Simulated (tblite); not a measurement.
**C2H5N2PSi: geometry relaxation (part 1 of 2)**

The run: geometry relaxation of C2H5N2PSi, SMILES [SiH3]n1cpcn1. Method and program: GFN2-xTB geometry optimisation, gas phase (tblite 0.8.0).

It belongs to a series of runs on one base structure; here: H replaced by SiH3.

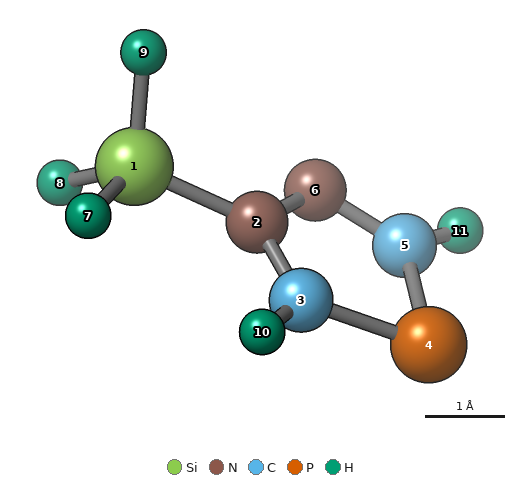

Figure 1. The input geometry (ball-and-stick view, seen at a tilt; atoms are numbered from 1 in the order of the input). Bond lengths as drawn: C–H 1.08 to 1.09 Å, C–N 1.35 to 1.39 Å, C–P 1.82 to 1.83 Å, H–Si 1.49 Å, N–N 1.36 Å and N–Si 1.77 Å.

Key numbers:

```csv
quantity,value
outcome,converged
total energy,−460.5149 eV
hardware,"1 CPU thread, shared host"
peak memory,0.18 GiB
```

Input:
```
{"job": {"kind": "relax", "xc": "GFN2-xTB", "basis": "xTB"}, "charge": 0, "multiplicity": 1}
Si    -1.802500     0.077600     0.021900
N     -0.038200     0.051800    -0.027800
C      0.705000    -1.054500     0.363300
P      2.513500    -0.827500     0.218700
C      1.991900     0.819700    -0.352700
N      0.684200     1.127500    -0.435600
H     -2.328800    -1.225700     0.511500
H     -2.371400     0.306500    -1.333300
H     -2.304600     1.132100     0.950900
H      0.240400    -1.971800     0.712600
H      2.715800     1.567100    -0.655500
```

The first line tells a small driver script what to run in tblite; the rest is the geometry in Å.

Launch command:
```bash
OMP_NUM_THREADS=1 python <driver script> task.json out
```

What the program printed:
```
step      E/eV     max force
  0    -459.98898    4.144
  1    -460.33436    1.724
  2    -460.40530    0.890
  3    -460.42071    0.331
  4    -460.43363    0.304
  5    -460.44808    0.442
  6    -460.46382    0.419
  7    -460.48090    0.266
  8    -460.49173    0.238
  9    -460.49695    0.157
 10    -460.49997    0.160
 11    -460.50185    0.092
 12    -460.50280    0.083
 13    -460.50342    0.084
 14    -460.50414    0.096
 15    -460.50525    0.119
 16    -460.50694    0.165
 17    -460.50894    0.161
 18    -460.51049    0.101
 19    -460.51150    0.080
 20    -460.51241    0.078
 21    -460.51329    0.085
 22    -460.51391    0.066
 23    -460.51422    0.039
 24    -460.51440    0.037
 25    -460.51458    0.040
 26    -460.51474    0.041
 27    -460.51483    0.020
 28    -460.51486    0.008
```

Trajectory as extended XYZ (Å, eV, eV/Å), 29 frames, from step=0 to step=28:
```
11
Properties=species:S:1:pos:R:3:forces:R:3 step=0 energy=-459.98898
Si   -1.8025    0.0776    0.0219   -0.9920   0.2800  -0.0160
N    -0.0382    0.0518   -0.0278    1.2430  -1.0360   0.4130
C     0.7050   -1.0545    0.3633    1.8020   1.0900  -0.5180
P     2.5135   -0.8275    0.2187   -3.8710   1.4410  -0.3380
C     1.9919    0.8197   -0.3527   -1.1080  -0.0880  -0.0440
N     0.6842    1.1275   -0.4356    2.0080  -2.1270   0.7360
H    -2.3288   -1.2257    0.5115    0.4510   0.2950  -0.1240
H    -2.3714    0.3065   -1.3333    0.4020  -0.0320   0.3440
H    -2.3046    1.1321    0.9509    0.4100  -0.2980  -0.3080
H     0.2404   -1.9718    0.7126   -0.0670   0.5200  -0.1960
H     2.7158    1.5671   -0.6555   -0.2780  -0.0450   0.0510
11
Properties=species:S:1:pos:R:3:forces:R:3 step=1 energy=-460.33436
Si   -1.8167    0.0816    0.0217   -0.1130   0.1380  -0.0170
N    -0.0204    0.0370   -0.0219    0.0410  -0.3770   0.1960
C     0.7308   -1.0390    0.3559    0.3670  -0.3910   0.0880
P     2.4582   -0.8069    0.2139   -1.6340   0.5400  -0.0950
C     1.9761    0.8185   -0.3534    0.7900   0.0920  -0.1360
N     0.7129    1.0971   -0.4251   -0.3280  -0.7460   0.2870
H    -2.3224   -1.2215    0.5098    0.3820   0.1960  -0.0850
H    -2.3656    0.3060   -1.3284    0.3240   0.0020   0.1700
H    -2.2987    1.1278    0.9465    0.3320  -0.1410  -0.1750
H     0.2395   -1.9644    0.7098    0.2700   0.8710  -0.3360
H     2.7118    1.5664   -0.6547   -0.4300  -0.1850   0.1040
11
Properties=species:S:1:pos:R:3:forces:R:3 step=2 energy=-460.40530
Si   -1.8217    0.0850    0.0213    0.2320   0.0290  -0.0170
N    -0.0162    0.0268   -0.0170   -0.2260  -0.1930   0.1230
C     0.7429   -1.0434    0.3562   -0.8480  -0.2550   0.0940
P     2.4159   -0.7924    0.2111    0.4880  -0.0700   0.0440
C     1.9881    0.8200   -0.3561   -0.3330  -0.0500  -0.0260
N     0.7122    1.0768   -0.4175   -0.2340  -0.1260   0.0580
H    -2.3138   -1.2169    0.5078    0.3260   0.1070  -0.0500
H    -2.3583    0.3060   -1.3242    0.2620   0.0290   0.0290
H    -2.2912    1.1242    0.9423    0.2660  -0.0060  -0.0600
H     0.2445   -1.9462    0.7028    0.1170   0.3610  -0.1450
H     2.7028    1.5627   -0.6526   -0.0490   0.1750  -0.0490
11
Properties=species:S:1:pos:R:3:forces:R:3 step=3 energy=-460.42071
Si   -1.8192    0.0856    0.0210    0.1770   0.0320  -0.0200
N    -0.0185    0.0235   -0.0150   -0.2220  -0.1280   0.0910
C     0.7330   -1.0467    0.3573   -0.1380   0.0830  -0.0450
P     2.4189   -0.7922    0.2114    0.0670  -0.0840   0.0560
C     1.9843    0.8194   -0.3566   -0.1410  -0.0590  -0.0190
N     0.7096    1.0735   -0.4162   -0.3200  -0.0730   0.0400
H    -2.3090   -1.2152    0.5070    0.3060   0.0770  -0.0390
H    -2.3544    0.3064   -1.3235    0.2500   0.0330   0.0050
H    -2.2872    1.1239    0.9412    0.2540   0.0160  -0.0410
H     0.2463   -1.9404    0.7005   -0.0960   0.0050  -0.0080
H     2.7016    1.5648   -0.6531   -0.1370   0.0980  -0.0200
11
Properties=species:S:1:pos:R:3:forces:R:3 step=4 energy=-460.43363
Si   -1.8143    0.0870    0.0204    0.0580   0.0280  -0.0170
N    -0.0244    0.0177   -0.0114   -0.1000   0.0220   0.0170
C     0.7256   -1.0466    0.3567    0.2520   0.0850  -0.0450
P     2.4184   -0.7927    0.2126   -0.1450  -0.0470   0.0370
C     1.9792    0.8178   -0.3575   -0.1670  -0.0210  -0.0140
N     0.7014    1.0681   -0.4138   -0.1830   0.0090   0.0040
H    -2.2986   -1.2121    0.5055    0.2650   0.0220  -0.0180
H    -2.3458    0.3073   -1.3226    0.2270   0.0420  -0.0400
H    -2.2785    1.1238    0.9393    0.2300   0.0570  -0.0070
H     0.2453   -1.9357    0.6985   -0.2060  -0.2110   0.0750
H     2.6971    1.5680   -0.6537   -0.2290   0.0140   0.0070
11
Properties=species:S:1:pos:R:3:forces:R:3 step=5 energy=-460.44808
Si   -1.8076    0.0894    0.0193   -0.0940   0.0260  -0.0120
N    -0.0329    0.0113   -0.0067    0.1140   0.1030  -0.0430
C     0.7198   -1.0471    0.3560    0.4080  -0.0080   0.0040
P     2.4148   -0.7935    0.2146   -0.2420   0.0150  -0.0020
C     1.9684    0.8157   -0.3590   -0.1090   0.0360  -0.0060
N     0.6885    1.0612   -0.4107   -0.0600   0.1430  -0.0500
H    -2.2798   -1.2077    0.5033    0.1910  -0.0690   0.0170
H    -2.3303    0.3094   -1.3223    0.1800   0.0570  -0.1140
H    -2.2627    1.1248    0.9367    0.1850   0.1190   0.0450
H     0.2407   -1.9328    0.6971   -0.2500  -0.3420   0.1260
H     2.6863    1.5720   -0.6542   -0.3230  -0.0790   0.0350
11
Properties=species:S:1:pos:R:3:forces:R:3 step=6 energy=-460.46382
Si   -1.8014    0.0927    0.0178   -0.1980   0.0230  -0.0050
N    -0.0402    0.0049   -0.0016    0.2540   0.1080  -0.0750
C     0.7162   -1.0499    0.3562    0.3400  -0.1290   0.0700
P     2.4085   -0.7940    0.2168   -0.2210   0.0930  -0.0520
C     1.9536    0.8141   -0.3610   -0.0600   0.0650   0.0170
N     0.6724    1.0558   -0.4080    0.0880   0.1980  -0.0770
H    -2.2542   -1.2041    0.5010    0.0930  -0.1710   0.0570
H    -2.3086    0.3130   -1.3243    0.1180   0.0720  -0.1920
H    -2.2406    1.1284    0.9346    0.1240   0.1840   0.0980
H     0.2318   -1.9338    0.6969   -0.2100  -0.3400   0.1260
H     2.6678    1.5756   -0.6543   -0.3290  -0.1040   0.0330
11
Properties=species:S:1:pos:R:3:forces:R:3 step=7 energy=-460.48090
Si   -1.7971    0.0970    0.0159   -0.2100   0.0110   0.0050
N    -0.0447   -0.0016    0.0032    0.2280   0.0410  -0.0720
C     0.7142   -1.0567    0.3582    0.0940  -0.1800   0.1110
P     2.3998   -0.7929    0.2182   -0.0810   0.1360  -0.0900
C     1.9348    0.8131   -0.3628    0.0400   0.0700   0.0430
N     0.6548    1.0531   -0.4062    0.1600   0.1300  -0.0560
H    -2.2224   -1.2032    0.4995   -0.0190  -0.2440   0.0870
H    -2.2807    0.3187   -1.3305    0.0510   0.0830  -0.2430
H    -2.2122    1.1362    0.9341    0.0570   0.2240   0.1320
H     0.2185   -1.9397    0.6985   -0.0980  -0.2250   0.0830
H     2.6406    1.5786   -0.6542   -0.2240  -0.0460  -0.0010
11
Properties=species:S:1:pos:R:3:forces:R:3 step=8 energy=-460.49173
Si   -1.7974    0.1000    0.0148   -0.1340  -0.0080   0.0140
N    -0.0447   -0.0055    0.0053    0.0530  -0.0370  -0.0410
C     0.7134   -1.0640    0.3615   -0.1010  -0.1220   0.0940
P     2.3941   -0.7902    0.2177    0.0370   0.1030  -0.0830
C     1.9230    0.8136   -0.3631    0.0860   0.0340   0.0580
N     0.6451    1.0536   -0.4060    0.1240  -0.0190  -0.0010
H    -2.2014   -1.2072    0.5001   -0.0750  -0.2120   0.0770
H    -2.2611    0.3241   -1.3393    0.0230   0.0760  -0.2030
H    -2.1921    1.1457    0.9362    0.0270   0.1920   0.1050
H     0.2078   -1.9479    0.7011    0.0170  -0.0770   0.0280
H     2.6188    1.5804   -0.6543   -0.0570   0.0700  -0.0480
11
Properties=species:S:1:pos:R:3:forces:R:3 step=9 energy=-460.49695
Si   -1.8001    0.1010    0.0145   -0.0740  -0.0190   0.0150
N    -0.0441   -0.0074    0.0052   -0.0640  -0.0800  -0.0100
C     0.7123   -1.0689    0.3645   -0.1340  -0.0260   0.0450
P     2.3923   -0.7874    0.2160    0.0630   0.0220  -0.0430
C     1.9198    0.8144   -0.3620    0.0840   0.0160   0.0490
N     0.6429    1.0538   -0.4060    0.0360  -0.1080   0.0360
H    -2.1939   -1.2131    0.5019   -0.0820  -0.1240   0.0460
H    -2.2522    0.3280   -1.3471    0.0260   0.0600  -0.1140
H    -2.1829    1.1537    0.9393    0.0260   0.1220   0.0480
H     0.2030   -1.9539    0.7032    0.0730   0.0040  -0.0010
H     2.6082    1.5825   -0.6553    0.0440   0.1340  -0.0700
11
Properties=species:S:1:pos:R:3:forces:R:3 step=10 energy=-460.49997
Si   -1.8034    0.1011    0.0148   -0.0420  -0.0210   0.0110
N    -0.0445   -0.0095    0.0046   -0.0990  -0.0790   0.0070
C     0.7107   -1.0714    0.3667   -0.0730   0.0290   0.0050
P     2.3921   -0.7856    0.2142    0.0420  -0.0470  -0.0030
C     1.9203    0.8153   -0.3604    0.0450   0.0160   0.0280
N     0.6431    1.0522   -0.4055   -0.0240  -0.1140   0.0410
H    -2.1925   -1.2189    0.5038   -0.0730  -0.0360   0.0150
H    -2.2478    0.3311   -1.3534    0.0370   0.0420  -0.0280
H    -2.1783    1.1602    0.9419    0.0330   0.0530  -0.0060
H     0.2019   -1.9578    0.7045    0.0880   0.0270  -0.0090
H     2.6039    1.5860   -0.6572    0.0660   0.1310  -0.0630
11
Properties=species:S:1:pos:R:3:forces:R:3 step=11 energy=-460.50185
Si   -1.8067    0.1007    0.0151   -0.0270  -0.0190   0.0070
N    -0.0462   -0.0122    0.0043   -0.0700  -0.0500   0.0120
C     0.7090   -1.0725    0.3683    0.0090   0.0350  -0.0160
P     2.3921   -0.7853    0.2130    0.0120  -0.0690   0.0200
C     1.9216    0.8163   -0.3589    0.0000   0.0160   0.0080
N     0.6430    1.0491   -0.4045   -0.0460  -0.0620   0.0250
H    -2.1933   -1.2232    0.5053   -0.0660   0.0260  -0.0080
H    -2.2444    0.3338   -1.3579    0.0420   0.0280   0.0320
H    -2.1749    1.1653    0.9434    0.0370   0.0030  -0.0430
H     0.2028   -1.9599    0.7053    0.0770   0.0110  -0.0020
H     2.6023    1.5904   -0.6594    0.0310   0.0790  -0.0360
11
Properties=species:S:1:pos:R:3:forces:R:3 step=12 energy=-460.50280
Si   -1.8089    0.1002    0.0154   -0.0150  -0.0160   0.0050
N    -0.0483   -0.0147    0.0045   -0.0200  -0.0180   0.0080
C     0.7083   -1.0727    0.3688    0.0500   0.0120  -0.0170
P     2.3920   -0.7862    0.2127   -0.0040  -0.0410   0.0190
C     1.9220    0.8172   -0.3580   -0.0250   0.0090  -0.0010
N     0.6421    1.0463   -0.4034   -0.0340  -0.0070   0.0050
H    -2.1945   -1.2249    0.5059   -0.0670   0.0460  -0.0150
H    -2.2414    0.3358   -1.3596    0.0390   0.0220   0.0490
H    -2.1720    1.1680    0.9434    0.0340  -0.0130  -0.0520
H     0.2047   -1.9606    0.7056    0.0600  -0.0150   0.0080
H     2.6015    1.5941   -0.6612   -0.0160   0.0220  -0.0090
11
Properties=species:S:1:pos:R:3:forces:R:3 step=13 energy=-460.50342
Si   -1.8104    0.0998    0.0157    0.0030  -0.0120   0.0040
N    -0.0500   -0.0167    0.0048    0.0200   0.0010   0.0040
C     0.7083   -1.0729    0.3690    0.0530  -0.0120  -0.0110
P     2.3919   -0.7873    0.2129   -0.0040   0.0040   0.0060
C     1.9214    0.8178   -0.3575   -0.0330   0.0000  -0.0050
N     0.6406    1.0443   -0.4026   -0.0160   0.0250  -0.0060
H    -2.1960   -1.2250    0.5060   -0.0720   0.0420  -0.0130
H    -2.2384    0.3376   -1.3598    0.0290   0.0210   0.0410
H    -2.1691    1.1696    0.9423    0.0260  -0.0110  -0.0450
H     0.2069   -1.9612    0.7059    0.0450  -0.0360   0.0150
H     2.6003    1.5968   -0.6625   -0.0510  -0.0210   0.0100
11
Properties=species:S:1:pos:R:3:forces:R:3 step=14 energy=-460.50414
Si   -1.8118    0.0990    0.0160    0.0310  -0.0070   0.0020
N    -0.0515   -0.0191    0.0054    0.0520   0.0110   0.0030
C     0.7090   -1.0736    0.3690    0.0350  -0.0340  -0.0020
P     2.3918   -0.7883    0.2131    0.0050   0.0560  -0.0120
C     1.9199    0.8184   -0.3571   -0.0320  -0.0110  -0.0070
N     0.6385    1.0426   -0.4018    0.0020   0.0380  -0.0120
H    -2.1989   -1.2243    0.5058   -0.0790   0.0260  -0.0070
H    -2.2342    0.3400   -1.3594    0.0160   0.0200   0.0190
H    -2.1652    1.1712    0.9402    0.0140   0.0010  -0.0290
H     0.2101   -1.9626    0.7065    0.0320  -0.0480   0.0190
H     2.5976    1.5994   -0.6637   -0.0750  -0.0540   0.0250
11
Properties=species:S:1:pos:R:3:forces:R:3 step=15 energy=-460.50525
Si   -1.8132    0.0976    0.0166    0.0700   0.0040  -0.0020
N    -0.0531   -0.0226    0.0064    0.0750   0.0090   0.0050
C     0.7107   -1.0751    0.3689    0.0030  -0.0530   0.0100
P     2.3921   -0.7888    0.2133    0.0220   0.1120  -0.0320
C     1.9171    0.8191   -0.3566   -0.0260  -0.0200  -0.0110
N     0.6351    1.0404   -0.4008    0.0140   0.0340  -0.0110
H    -2.2054   -1.2228    0.5054   -0.0840   0.0040   0.0020
H    -2.2274    0.3443   -1.3584   -0.0040   0.0180  -0.0140
H    -2.1588    1.1739    0.9364   -0.0020   0.0190  -0.0020
H     0.2161   -1.9659    0.7079    0.0160  -0.0500   0.0180
H     2.5922    1.6026   -0.6651   -0.0840  -0.0760   0.0370
```
